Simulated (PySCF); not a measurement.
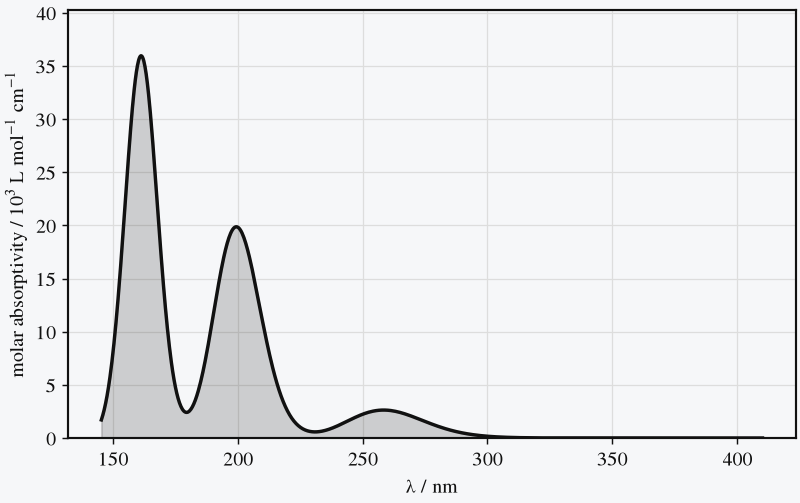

Vertical TDDFT excitations, CAM-B3LYP/def2-SVPD, PySCF 2.14.0, at a PBE0-D3(BJ)/def2-SVP geometry (no frequency check), gas phase. The lowest 15 singlet states are shown; each is broadened by a Gaussian of 1/e half-width 0.40 eV.

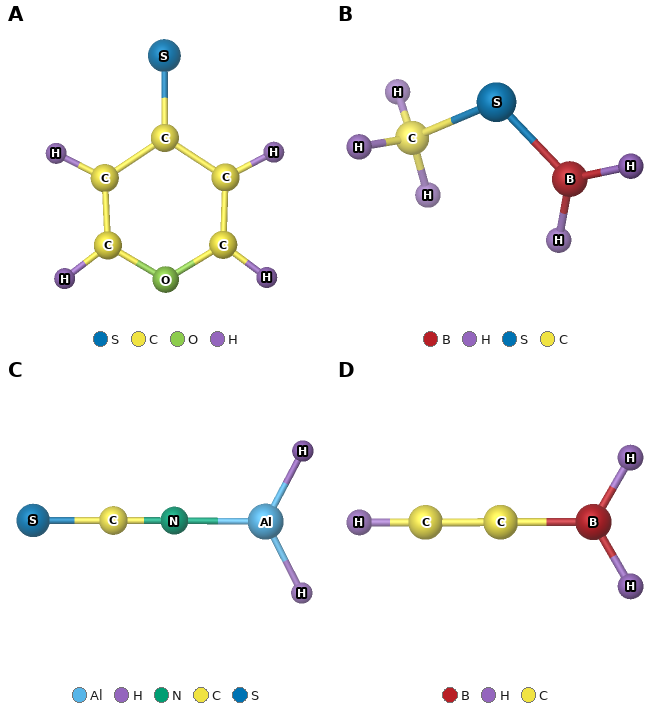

> Whose absorption spectrum is this? The candidates are drawn in the second picture.

Structure C, CH₂AlNS, singlet. Its lowest singlet lies at 4.22 eV (f = 0.000) and the brightest of those computed is S11 at 7.66 eV (162 nm), f = 0.709, mainly HOMO−1 → LUMO+4 (56 %) (S12 lies within 0.06 eV, too close to order).

Known limits of this run: core orbitals are frozen in the response.
